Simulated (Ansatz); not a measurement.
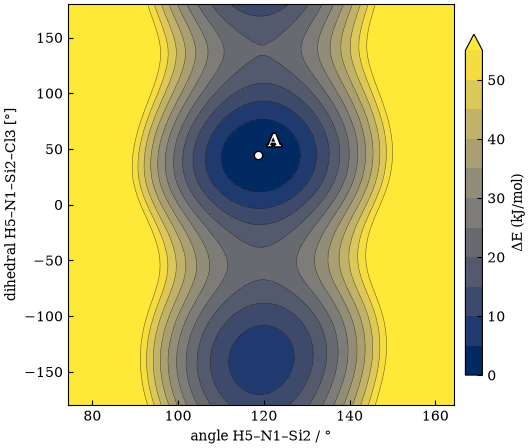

BrClH₂NSi, SMILES N[Si](Cl)Br, spin multiplicity 2. Coordinates scanned: (1) angle H5–N1–Si2; (2) dihedral H5–N1–Si2–Cl3. Nothing is relaxed (all other coordinates rigid). The grid has 9 × 9 points. Points are written as (first, second). Energies: kJ/mol, counted from the relaxed molecule at the same level. Theory: Ansatz, UKS PBE-D4/def2-SVP.

Drawn: filled contours, one colour for all values above the top of the scale, the point A. Between grid points the surface is interpolated.

### What is the easiest way out of the well at A, and how high is the barrier?

The easiest path leads from the well at about (119°, 45°) to the well at (119.3°, −140°), about 6.6 kJ/mol higher. Its highest point lies about 20 kJ/mol above the bottom of the first well on the interpolated surface, at (119.3°, 140°). Seen from the upper well the barrier is about 14 kJ/mol. The start is the relaxed structure and all else is held, so a fully relaxed path at this level can only be lower.

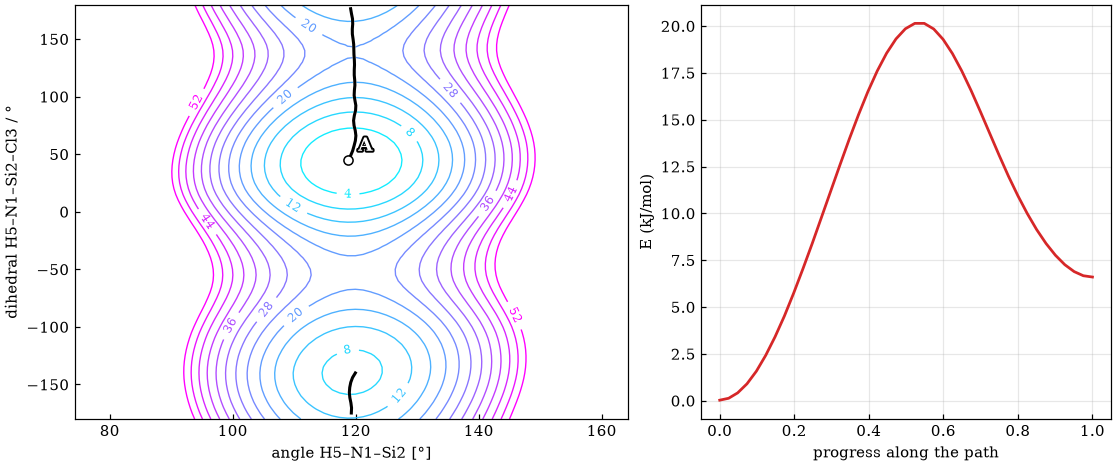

In the figure: contour lines labelled in kJ/mol (none above 52), a line along the lowest path, the energy along the path at the right. Between grid points the surface is interpolated.
